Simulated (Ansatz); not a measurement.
F$_{3}$HHfO···H$_{2}$

```json
{"atom": "Hf", "x (Å)": "-0.0263", "y (Å)": "0.8804", "z (Å)": "-0.2361"}
{"atom": "O", "x (Å)": "1.4445", "y (Å)": "-0.3581", "z (Å)": "-0.2015"}
{"atom": "F", "x (Å)": "-1.3666", "y (Å)": "0.3534", "z (Å)": "-1.5156"}
{"atom": "F", "x (Å)": "-0.8030", "y (Å)": "1.1259", "z (Å)": "1.5101"}
{"atom": "F", "x (Å)": "0.6376", "y (Å)": "2.5932", "z (Å)": "-0.7949"}
{"atom": "H", "x (Å)": "-0.6886", "y (Å)": "-1.9252", "z (Å)": "0.5937"}
{"atom": "H", "x (Å)": "-1.3968", "y (Å)": "-1.7111", "z (Å)": "0.8056"}
{"atom": "H", "x (Å)": "2.1992", "y (Å)": "-0.9585", "z (Å)": "-0.1612"}
```

Core potentials replace the inner electrons of Hf.

Method: Ansatz, UKS PBE/def2-SVP.

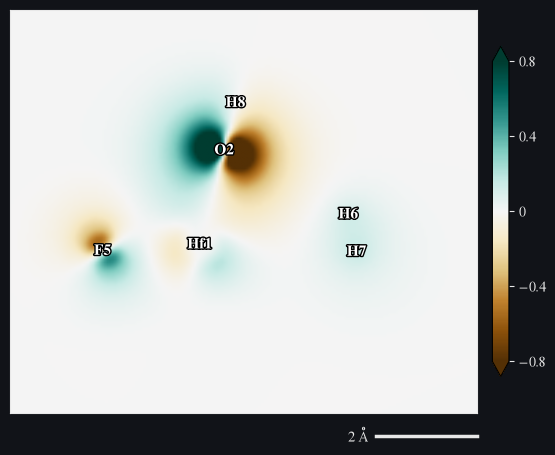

Figure 1. The HOMO on the plane of atoms O2, Hf1 and F5 (values in Å⁻³ᐟ²; the overall sign is arbitrary).

### Where does this orbital lie, and at what energy?

By Hirshfeld shares it lies mainly on O2 (about 75 %) and F5 (about 5 %); largely a lone pair of O2. Its energy is −8.16 eV.

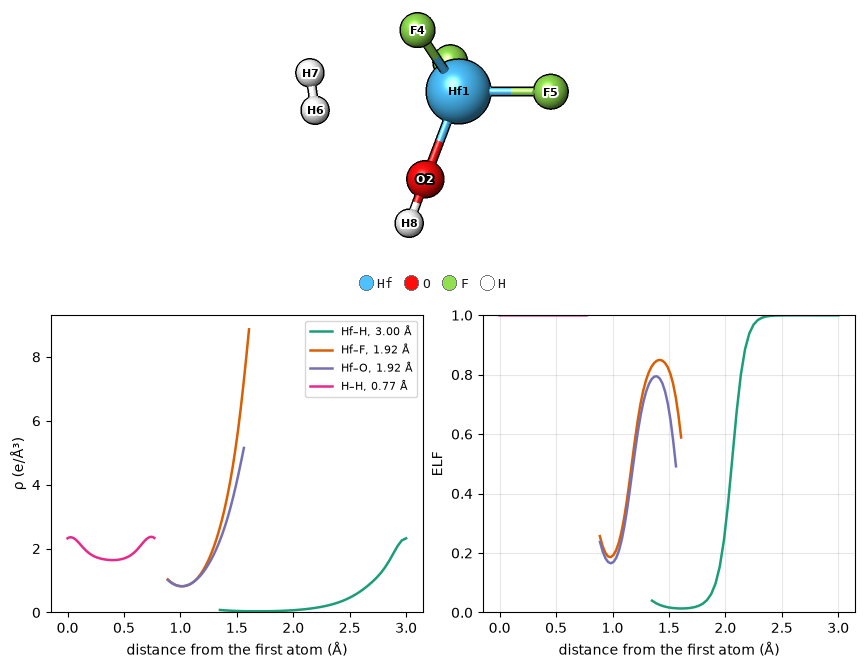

Figure 2. Electron density and electron localisation function along straight lines between neighbouring atoms. The curves leave out the atomic cores. The structure is drawn too.

### Compare the contacts.

Hf1···H6 (3.00 Å): the density falls to about 0.04 e/Å³ on the way; the ELF dips to about 0 between them.
Hf–F (1.92 Å): the density is about 0.86 e/Å³ at the midpoint; the ELF peaks at about 0.85 in the valence shell of F, 0.5 Å from its nucleus, and drops to about 0.20 between the two atoms.
Hf–O (1.92 Å): ρ is about 0.85 e/Å³ halfway; the ELF peaks at about 0.80 in the valence shell of O, 0.5 Å from its nucleus, and drops to about 0.15 between the two atoms.
H–H (0.77 Å): the density is about 1.6 e/Å³ at the midpoint; the ELF is about 1 at the midpoint.

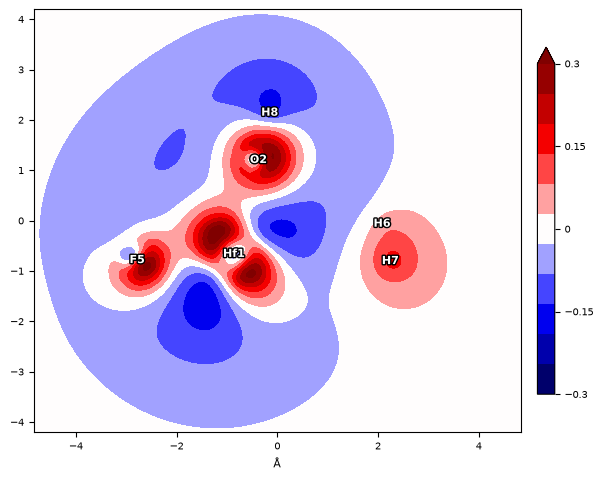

Figure 3. The LUMO on the plane of atoms O2, Hf1 and F5 (values in Å⁻³ᐟ²; the overall sign is arbitrary).

### Where does this orbital lie, and at what energy?

By Hirshfeld shares it lies mainly on Hf1 (about 65 %), H8 (about 10 %) and O2 (about 10 %). Its energy is −1.03 eV.
